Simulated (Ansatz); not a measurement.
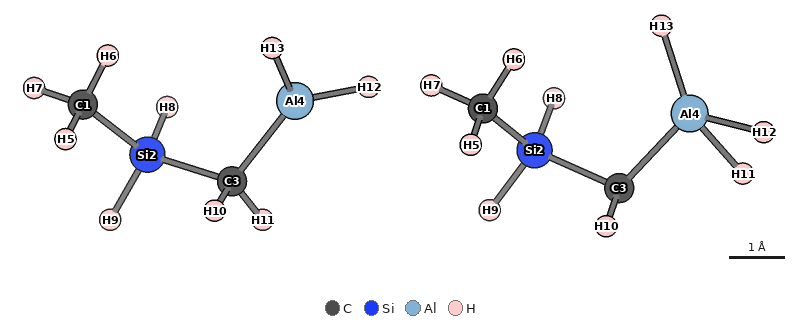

Two geometries of C$_{2}$H$_{9}$AlSi, drawn at one scale. One is the start of a relaxation, the other its converged end. Style: ball-and-stick. Shown at a tilt.

Computed with RKS PBE0/def2-SVP in Ansatz 0.2.0. (no spin polarisation; force threshold 0.02 eV/Å; at most 50 steps)

Which one is relaxed?

The left one is the relaxed one. The run prepares an end point of a later path (hydrogen shift) calculation, from a guessed geometry. The atom that moves furthest after the best rigid fit is H11 (1.79 Å). Largest moves by element: H 1.79 Å, C 0.42 Å, Al 0.32 Å, Si 0.26 Å. Near-neighbour distances that change, for instance: C3–H11 2.309 → 1.105 Å, Al4–H11 1.540 → 2.542 Å, Al4–H13 1.712 → 1.595 Å, C1–Si2 1.813 → 1.882 Å. New bonds form, among them: C3–H11 (2.31 → 1.10 Å). Bonds break, among them: Al4–H11 (1.54 → 2.54 Å). Among the angles between lasting bonds that change: H8–Si2–H9 111.9° → 106.8°, C3–Al4–H13 115.4° → 120.0°, C3–Al4–H12 123.4° → 120.5°. Groups turn about C3–Al4 by about 75°. The energy falls by 125.9 kcal/mol in 29 accepted moves (32 points after the start). Largest force component: 5.2 eV/Å at the start, 0.016 eV/Å at the end. The line search rejected the trial steps at points 18, 19, 28 of the run. The forces were under the threshold at step 20, but the run went on from there. The run took 74 s on 2 threads of AMD EPYC 7B13 (Zen 3) (shared host), peak memory 0.26 GiB.
